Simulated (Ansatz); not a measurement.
**Sensitivity of the G0W0 gap of PtS2 (1T monolayer)**

Aim: change settings of a G0W0 run on PtS2 (1T monolayer) and see what moves.

Main program and level: Ansatz 0.2.0; G0W0 on PBEsol, plane waves, PAW; PAW set soft_1.

In doubt: GW ran without a cut-off Coulomb interaction for the vacuum (step 4), so the values of those runs are not to be relied on.

## (1) The starting structure

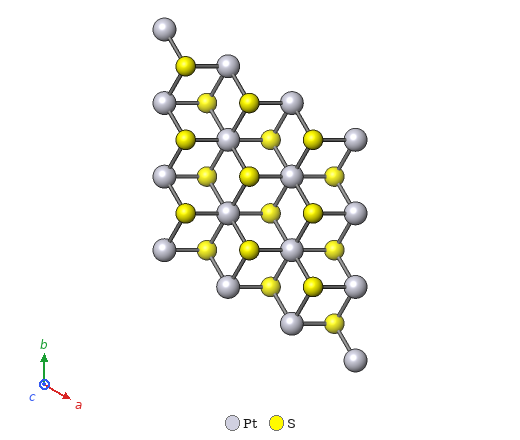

The starting structure, seen from above (platinum light grey, sulfur yellow). 3×3×1 cells are drawn. Some periodic images of atoms are drawn too.

The cell holds 3 atoms: 1 Pt and 2 S. Its edges and angles: a = 3.538 Å, b = 3.538 Å, c = 28.100 Å, α = 90.0°, β = 90.0°, γ = 120.0°. Vacuum lies along c.

The structure was relaxed with PBEsol. The runs that relaxed it are not among those shown. Spin-orbit coupling is left out unless a step names it. The Coulomb interaction is cut off across the vacuum.

## (2) The base run: 3×3×1 mesh, 274 empty bands, screening to 54 eV, PAW set soft_1 files

G0W0 replaces the xc potential by the self-energy, built once from these orbitals. Only a window of levels is corrected, while the sums run over the empty bands that the input names. This step takes PAW set soft_1 files.

Input file input.yaml:

```yaml
crystal:
  lattice:
    - [3.5379929514, 0.0, 0.0]
    - [-1.7689964757, 3.0639917743, 0.0]
    - [0.0, 0.0, 28.1]
  atoms:
    - { symbol: Pt, position: [0.0, 0.0, 0.5] }
    - { symbol: S, position: [0.3333333333, 0.6666666667, 0.5432342629] }
    - { symbol: S, position: [0.6666666667, 0.3333333333, 0.4567657371] }
  periodic: [true, true, false]
kpoints:
  mp_grid: { grid: [3, 3, 1] }
hamiltonian:
  xc: pbesol
  pseudopotentials: { kind: paw, azcp: { folder: soft_1 }, xc_functional: pbe }
scf:
  occupations: { method: fixed }
gw:
  n_empty_bands: 274
  ecut_chi: 54.0
  qp_bands: [v2, c2]
  qp_kpoints: band_edges
  screening: { model: contour_deformation }
```

Started as:

```sh
> ansatz run input.yaml --threads 8 --pin off --max-ram 17510MiB --backend cpu --events-out ev --progress --plain --runs-dir out
```

Numbers of over 12 decimals in the logs are rounded to 6 here.

What it wrote:

```text
Engine: ansatz 0.2.0, x86_64-unknown-linux-gnu
Pseudopotentials: kind: paw
Pseudopotential: Pt, paw, valence charge 18, recommended cutoff 420 eV (normal), soft_1/Pt.paw.azcp
Pseudopotential: S, paw, valence charge 6, recommended cutoff 420 eV (normal), soft_1/S.paw.azcp
Functional definition: PBEsol
  exchange = pbesol_x
  correlation = pbesol_c
Crystal: 3 atoms, lattice volume = 304.615 Å³
Basis set: ecut = 420 eV, 5919 PW (Γ)
Bands: 19, of which v1, the nominal top of the filled ones, is band 15 counted from 1 (14 counted from 0)
Symmetry: 12 space group operations
Space group: P-3m1 (ITA 164), of the structure as read, at distance tolerance 6.7e-5 Å
k-points: 3 of 9
Non-local potential: Pt, projectors of the file, l = 0: 3, l = 1: 2, l = 2: 2, l = 3: 1
Non-local potential: S, projectors of the file, l = 0: 2, l = 1: 2, l = 2: 1
PAW form: soft (Blöchl's): semilocal exchange-correlation on the pseudo side does not see the compensation charge
PAW frozen core: Pt, regenerated for the run's functional, and the local potential with it (the file was generated under x = pbe(κ = 0.804, μ = 0.219515), c = pbe(β = 0.066725))
PAW frozen core: S, regenerated for the run's functional, and the local potential with it (the file was generated under x = pbe(κ = 0.804, μ = 0.219515), c = pbe(β = 0.066725))
PAW one-centre angular grid: Pt, 590 points (default); XC on 64 Gauss nodes
PAW one-centre angular grid: S, 110 points (default); XC on 64 Gauss nodes
Initial density: superposition of atomic densities (neutral atoms: chi_scale 0, normalization atom)
Initial wavefunctions: pseudopotential atomic-orbital guess
Functional: x = pbesol(κ = 0.804, μ = 0.123457), c = pbesol(β = 0.046)
SCF iter   1: F=—  HF=-14157.767001 eV  |F-HF|=—  |Δ(HF+E_count)|=         —  Δρ=4.24e-2  dr2=6.40e0  ethr=3.10e-3  ⟨swp⟩=7.7  Hψ=376  notcnv=0  defer=5
preconditioner: auto → none  [insulator: Δε(μ)=2.608 eV  Ē_g=9.456 eV  n_scr=16 (ndim 8)  ℏωp=10.0 eV  f_vac=0.776  ε∞_Penn≈2.1]
SCF iter   2: F=—  HF=-14158.636045 eV  |F-HF|=—  |Δ(HF+E_count)|=   8.69e-1  Δρ=4.14e-2  dr2=1.05e1  ethr=3.10e-3  ⟨swp⟩=5.7  Hψ=224  notcnv=0  defer=6
SCF iter   3: F=—  HF=-14156.550110 eV  |F-HF|=—  |Δ(HF+E_count)|=    2.09e0  Δρ=1.15e-2  dr2=3.86e-1  ethr=3.10e-3  ⟨swp⟩=4.7  Hψ=188  notcnv=0  defer=6
SCF iter   4: F=—  HF=-14156.473390 eV  |F-HF|=—  |Δ(HF+E_count)|=   7.67e-2  Δρ=2.66e-3  dr2=2.15e-2  ethr=1.29e-3  ⟨swp⟩=3.3  Hψ=133  notcnv=0  defer=6
SCF iter   5: F=—  HF=-14156.466994 eV  |F-HF|=—  |Δ(HF+E_count)|=   6.40e-3  Δρ=5.70e-4  dr2=8.38e-4  ethr=7.16e-5  ⟨swp⟩=4.0  Hψ=140  notcnv=0  defer=6
SCF iter   6: F=—  HF=-14156.466781 eV  |F-HF|=—  |Δ(HF+E_count)|=   2.13e-4  Δρ=1.03e-4  dr2=6.68e-5  ethr=2.79e-6  ⟨swp⟩=3.3  Hψ=140  notcnv=0  defer=6
SCF iter   7: F=—  HF=-14156.466763 eV  |F-HF|=—  |Δ(HF+E_count)|=   1.76e-5  Δρ=2.76e-5  dr2=7.38e-7  ethr=2.23e-7  ⟨swp⟩=3.3  Hψ=121  notcnv=0  defer=6
SCF iter   8: F=—  HF=-14156.466764 eV  |F-HF|=—  |Δ(HF+E_count)|=   5.32e-7  Δρ=8.69e-6  dr2=3.60e-7  ethr=3.33e-10  ⟨swp⟩=20.0  Hψ=477  notcnv=0
SCF iter   9: F=-14156.466764 eV  HF=-14156.466764 eV  |F-HF|=2.17e-8  |Δ(HF+E_count)|=   6.42e-8  Δρ=2.44e-6  dr2=2.70e-8  ethr=3.33e-10  ⟨swp⟩=2.0  Hψ=159  notcnv=0
SCF 1 converged in 9 iterations: F = -14156.466764 eV  dr2 = 2.70e-8
[...]
NSCF: frozen V_eff on 3 k-points
G₀W₀ screening: q 1/3
[... further progress lines ...]
NSCF: frozen V_eff on 1 k-points
SCF converged after 9 iterations
Free energy (F): -14156.466764 eV
Harris-Foulkes:  -14156.466764 eV  (|F-HF|=2.17e-8)
Internal energy: -14156.466764 eV  (E = F + TS)
E sigma→0 (E₀):  -14156.466764 eV
Fermi energy:    -6.529548 eV
--- Per-component energies (eV) ---
  E_band       = -807.491850
  E_kinetic    = 805.777438
  E_local      = -47243.975924  (includes V_loc(G=0)·N_el)
  E_nonlocal   = 275.652119
  E_hartree    = 23064.728160
  E_xc         = -406.370083
  E_vxc        = -435.176132  (∫ρ·V_xc dr)
  E_paw        = -10530.041378  (= ΣΔE_a)
  E_vpaw       = -339.210085  (= ΣTr[D̂ρ^β])
  E_aug_tail   = 0.001110  (compensation charges beyond the density's cutoff)
  E_ewald      = 19877.350865
  E_core_change = 0.410930  (= ΣΔE_core)
  E_smearing   = -0.000000  (= −TS)
  E_closure    = 0.000000  (closes the sum)
  Σ components = -14156.466764   (vs F -14156.466764, Δ=0.00e0)
--- Band table (eV) ---
  k-point 0: bands = [... 11 lower, -7.0257, -7.0059, -6.5295, -6.5295, -2.9138, -2.9138, -0.7894, -0.5823]
  k-point 1: bands = [... 11 lower, -8.4218, -7.4415, -7.1402, -6.7027, -4.0629, -3.3140, -0.5829, 1.1174]
  k-point 2: bands = [... 11 lower, -8.8187, -8.5863, -6.9837, -6.9837, -4.0657, -4.0657, 0.7165, 2.7263]
--- G₀W₀: contour deformation, 6 samples at zero and on the imaginary axis and 1 off it, 9 q-points, 274 empty bands' worth ---
  eigenvalues of the whole cell's RPA ε∞ on this k-mesh (on a slab, of 1 + 4πα/V) = 1.1489, 2.6861, 2.6861; static W/v taken at q = 0 is 0.552919
  gw.qp_kpoints: band_edges: 3 of 3 stored k-points solved, in 1 pass; an edge of the gap read off the rows below is read off those points alone
    ik  band        ε_KS         Σx   Σc(E_QP)       V_xc       Z   E_QP_lin       E_QP  E_QP is
     0    14     -6.5295   -18.4560     1.8235   -16.4285  0.7399    -6.7344    -6.7335  root
     0    15     -6.5295   -18.4560     1.8235   -16.4285  0.7399    -6.7344    -6.7335  root
     0    16     -2.9138   -17.0153    -2.8955   -20.9272  0.7330    -1.8596    -1.8974  root
     0    17     -2.9138   -17.0153    -2.8955   -20.9272  0.7330    -1.8596    -1.8974  root
     1    14     -7.1402   -22.9960     2.9373   -19.8083  0.7340    -7.3922    -7.3906  root
     1    15     -6.7027   -21.7164     2.7170   -18.7162  0.7296    -6.9879    -6.9859  root
     1    16     -4.0629   -16.5104    -2.9089   -20.3647  0.7441    -3.0938    -3.1176  root
     1    17     -3.3140   -16.3716    -3.0269   -20.4209  0.7347    -2.2590    -2.2917  root
     2    14     -6.9837   -25.6550     3.5663   -21.8155  0.7266    -7.2588    -7.2568  root
     2    15     -6.9837   -25.6550     3.5663   -21.8155  0.7266    -7.2588    -7.2568  root
     2    16     -4.0657   -16.0140    -3.0329   -20.0152  0.7428    -3.0723    -3.0974  root
     2    17     -4.0657   -16.0140    -3.0329   -20.0152  0.7428    -3.0723    -3.0974  root
```

Run time: 5.2 s. Hardware: 8 threads of INTEL XEON PLATINUM 8581C at 2.10GHz (Emerald Rapids), shared host; peak memory 1.2 GiB; 29 s of CPU time.

Numbers from this step:

| Property | Result |
| --- | --- |
| bands summed | 289 |
| plane waves in the screening matrix | 273 |
| q-points in the mesh | 9 |
| G0W0 gap on the mesh | 3.616 eV |
| k of the valence top | 0, 0, 0 |
| k of the conduction bottom | 0, 0.3333, 0 |
| starting gap on the mesh | 2.464 eV |
| Z at the valence top | 0.7399 |
| Z at the conduction bottom | 0.7441 |
| least direct G0W0 gap on the computed points | 3.868 eV |

The gap on the mesh goes from 2.46 eV to 3.62 eV, a correction of +1.15 eV. Between the two edge states, bare exchange in place of the xc potential would open the gap by 5.88 eV, and correlation takes back 4.73 eV.

## (3) Variant: taller cell

The cell differs from the one that the last finished run ended in (c 28.100 → 40.100 Å).

input.yaml, the sections that differ from step 2:

```yaml
crystal:
  lattice:
    - [3.5379929514, 0.0, 0.0]
    - [-1.7689964757, 3.0639917743, 0.0]
    - [0.0, 0.0, 40.1]
  atoms:
    - { symbol: Pt, position: [0.0, 0.0, 0.5] }
    - { symbol: S, position: [0.3333333333, 0.6666666667, 0.5302963289] }
    - { symbol: S, position: [0.6666666667, 0.3333333333, 0.4697036711] }
  periodic: [true, true, false]
gw:
  n_empty_bands: 391
  ecut_chi: 54.0
  qp_bands: [v2, c2]
  qp_kpoints: band_edges
  screening: { model: contour_deformation }
# kpoints, hamiltonian, scf: as in step 2
```

What it wrote:

```text
[...]
Crystal: 3 atoms, lattice volume = 434.699 Å³
Basis set: ecut = 420 eV, 8421 PW (Γ)
Bands: 19, of which v1, the nominal top of the filled ones, is band 15 counted from 1 (14 counted from 0)
Symmetry: 12 space group operations
[...]
k-points: 3 of 9
[...]
SCF iter   1: F=—  HF=-14157.768373 eV  |F-HF|=—  |Δ(HF+E_count)|=         —  Δρ=3.56e-2  dr2=6.44e0  ethr=3.10e-3  ⟨swp⟩=7.3  Hψ=370  notcnv=0  defer=6
[...]
SCF iter   8: F=-14156.466697 eV  HF=-14156.466697 eV  |F-HF|=3.15e-8  |Δ(HF+E_count)|=   5.22e-7  Δρ=4.02e-6  dr2=6.64e-8  ethr=3.33e-10  ⟨swp⟩=25.0  Hψ=509  notcnv=0
SCF 1 converged in 8 iterations: F = -14156.466697 eV  dr2 = 6.64e-8
[...]
NSCF: frozen V_eff on 3 k-points
G₀W₀ screening: q 1/3
[... further progress lines ...]
[...]
SCF converged after 8 iterations
Free energy (F): -14156.466697 eV
[...]
Internal energy: -14156.466697 eV  (E = F + TS)
E sigma→0 (E₀):  -14156.466697 eV
Fermi energy:    -6.529607 eV
[...]
--- Band table (eV) ---
  k-point 0: bands = [... 11 lower, -7.0258, -7.0059, -6.5296, -6.5296, -2.9138, -2.9138, -0.7895, -0.5829]
  k-point 1: bands = [... 11 lower, -8.4219, -7.4416, -7.1403, -6.7028, -4.0630, -3.3141, -0.5829, 1.1171]
  k-point 2: bands = [... 11 lower, -8.8188, -8.5863, -6.9838, -6.9838, -4.0658, -4.0658, 0.7164, 2.7261]
[...]
bands read: the sum over 406 bands ends inside a degenerate multiplet in 1 slot, whose members it reads at an even weight; the widest, k=2: bands 406 to 407 (counted from 1) at 1/2 each
[...]
0    14     -6.5296   -18.4560     1.8203   -16.4285  0.7398    -6.7377    -6.7368  root
     0    15     -6.5296   -18.4560     1.8203   -16.4285  0.7398    -6.7377    -6.7368  root
     0    16     -2.9138   -17.0153    -2.8982   -20.9271  0.7329    -1.8626    -1.9002  root
     0    17     -2.9138   -17.0153    -2.8982   -20.9271  0.7329    -1.8626    -1.9002  root
     1    14     -7.1403   -22.9959     2.9348   -19.8082  0.7339    -7.3949    -7.3932  root
     1    15     -6.7028   -21.7164     2.7161   -18.7162  0.7295    -6.9889    -6.9868  root
     1    16     -4.0630   -16.5104    -2.9101   -20.3647  0.7440    -3.0951    -3.1188  root
     1    17     -3.3141   -16.3716    -3.0302   -20.4208  0.7346    -2.2626    -2.2950  root
     2    14     -6.9838   -25.6549     3.5644   -21.8155  0.7265    -7.2609    -7.2588  root
     2    15     -6.9838   -25.6549     3.5644   -21.8155  0.7265    -7.2609    -7.2588  root
     2    16     -4.0658   -16.0139    -3.0353   -20.0152  0.7428    -3.0748    -3.0998  root
     2    17     -4.0658   -16.0139    -3.0353   -20.0152  0.7428    -3.0748    -3.0998  root
```

Run time: 12 s. Hardware: 8 threads; peak memory 2.1 GiB.

The G0W0 gap on the mesh is 3.618 eV.

Against the base:

```
        setting  base  variant
    empty bands   274      391
cell height (Å)  28.1     40.1
```

```
                                    quantity  variant   base
                    starting gap on the mesh    2.464  2.464
                        G0W0 gap on the mesh    3.618  3.616
least direct G0W0 gap on the computed points    3.868  3.868
                        Z at the valence top    0.740  0.740
                  Z at the conduction bottom    0.744  0.744
```

## (4) Variant: repeated sheets, Coulomb interaction not cut

The cell differs from the one that the last finished run ended in (c 40.100 → 26.400 Å).

input.yaml, the sections that differ from step 3:

```yaml
crystal:
  lattice:
    - [3.5379929514, 0.0, 0.0]
    - [-1.7689964757, 3.0639917743, 0.0]
    - [0.0, 0.0, 26.4]
  atoms:
    - { symbol: Pt, position: [0.0, 0.0, 0.5] }
    - { symbol: S, position: [0.3333333333, 0.6666666667, 0.5460182874] }
    - { symbol: S, position: [0.6666666667, 0.3333333333, 0.4539817126] }
  periodic: [true, true, true]
gw:
  n_empty_bands: 257
  ecut_chi: 54.0
  qp_bands: [v2, c2]
  qp_kpoints: band_edges
  screening: { model: contour_deformation }
# kpoints, hamiltonian, scf: as in step 3
```

What it wrote:

```text
[...]
Crystal: 3 atoms, lattice volume = 286.186 Å³
Basis set: ecut = 420 eV, 5543 PW (Γ)
Bands: 19, of which v1, the nominal top of the filled ones, is band 15 counted from 1 (14 counted from 0)
Symmetry: 12 space group operations
[...]
k-points: 3 of 9
[...]
SCF iter   1: F=—  HF=-14157.774657 eV  |F-HF|=—  |Δ(HF+E_count)|=         —  Δρ=4.43e-2  dr2=6.60e0  ethr=3.10e-3  ⟨swp⟩=5.0  Hψ=305  notcnv=0  defer=4
[...]
SCF iter   9: F=-14156.466720 eV  HF=-14156.466720 eV  |F-HF|=2.21e-9  |Δ(HF+E_count)|=   3.97e-8  Δρ=1.24e-6  dr2=3.10e-9  ethr=3.33e-10  ⟨swp⟩=3.0  Hψ=118  notcnv=0
SCF 1 converged in 9 iterations: F = -14156.466720 eV  dr2 = 3.10e-9
[...]
G₀W₀ screening: q 1/3
[... further progress lines ...]
[...]
SCF converged after 9 iterations
Free energy (F): -14156.466720 eV
[...]
Internal energy: -14156.466720 eV  (E = F + TS)
E sigma→0 (E₀):  -14156.466720 eV
Fermi energy:    -3.406339 eV
[...]
--- Band table (eV) ---
  k-point 0: bands = [... 11 lower, -3.9024, -3.8826, -3.4063, -3.4063, 0.2095, 0.2095, 2.3327, 2.5405]
  k-point 1: bands = [... 11 lower, -5.2985, -4.3182, -4.0169, -3.5795, -0.9397, -0.1908, 2.5404, 4.2397]
  k-point 2: bands = [... 11 lower, -5.6954, -5.4631, -3.8604, -3.8604, -0.9425, -0.9425, 3.8397, 5.8494]
[...]
0    14     -3.4063   -18.5337     1.9005   -16.4285  0.7382    -3.6120    -3.6111  root
     0    15     -3.4063   -18.5337     1.9005   -16.4285  0.7382    -3.6120    -3.6111  root
     0    16      0.2095   -16.9492    -2.9410   -20.9272  0.7313     1.2863     1.2465  root
     0    17      0.2095   -16.9492    -2.9410   -20.9272  0.7313     1.2863     1.2465  root
     1    14     -4.0169   -23.0443     3.0105   -19.8085  0.7324    -4.2435    -4.2422  root
     1    15     -3.5795   -21.7745     2.7909   -18.7165  0.7280    -3.8483    -3.8465  root
     1    16     -0.9397   -16.4602    -2.9506   -20.3647  0.7423     0.0384     0.0142  root
     1    17     -0.1908   -16.3148    -3.0723   -20.4209  0.7330     0.8766     0.8431  root
     2    14     -3.8604   -25.6942     3.6376   -21.8156  0.7250    -4.1029    -4.1013  root
     2    15     -3.8604   -25.6942     3.6376   -21.8156  0.7250    -4.1029    -4.1013  root
     2    16     -0.9425   -15.9656    -3.0754   -20.0152  0.7411     0.0571     0.0318  root
     2    17     -0.9425   -15.9656    -3.0754   -20.0152  0.7411     0.0571     0.0318  root
```

Wall time 4.1 s (8 threads); peak memory 1.1 GiB.

Against the base:

```
        setting               base  variant
    empty bands                274      257
cell height (Å)               28.1     26.4
Coulomb cut-off  across the vacuum     none
```

```
                                    quantity  variant   base
                    starting gap on the mesh    2.464  2.464
                        G0W0 gap on the mesh    3.625  3.616
least direct G0W0 gap on the computed points    3.861  3.868
                        Z at the valence top    0.738  0.740
                  Z at the conduction bottom    0.742  0.744
```

## (5) Outcome

| Property | Result |
| --- | --- |
| base | 3.62 eV, 5.2 s |
| taller cell | 3.62 eV, 12 s |
| repeated sheets, Coulomb interaction not cut | 3.63 eV, 4.1 s |

What this shows: Taller cell: the gap moves by +0.002 eV and the time by a factor of 2.4. The variant differs from the base in empty bands and cell height together, so the change can't be laid to one of them. Repeated sheets, Coulomb interaction not cut: the gap moves by +0.01 eV; such settings are too crude to quote. The variant differs from the base in empty bands, cell height and Coulomb cut-off together, so the change can't be laid to one of them. All runs here use a coarse mesh and modest cutoffs; they test settings and are not final values. Mesh or cutoff lie under what a gap needs, so these runs test behaviour and cost; their gaps are not to be quoted. The mesh in the plane is coarse for a sheet; gap and any exciton binding can still move on denser ones. The runs have no spin polarisation. For a closed low-spin shell that is the natural state; where a d or f shell is open it is a constraint, and the gap is then not the crystal's own. With d states at the gap, one-shot GW leans hard on its start. The many-body steps are scalar-relativistic: spin-orbit coupling is not in them.

[Paths, hosts, dates, memory and timing lines, banners, echoed tables and standing remarks are left out of the program output.]

[Logs are printed without paths, hosts, clocks, repeated set-up lines and the standing remarks that a program may print on its own settings, such as how far it seeks lower states.]

[Runs of the session that timed out or met a known fault of the program may be left out.]

[Cells called generated may have been cut or substituted from an entry of the Crystallography Open Database or the Materials Project.]

[Hosts, paths, dates, database ids (printed as entryN), source tags and the programs' standing remarks are cut or masked in the printed files.]
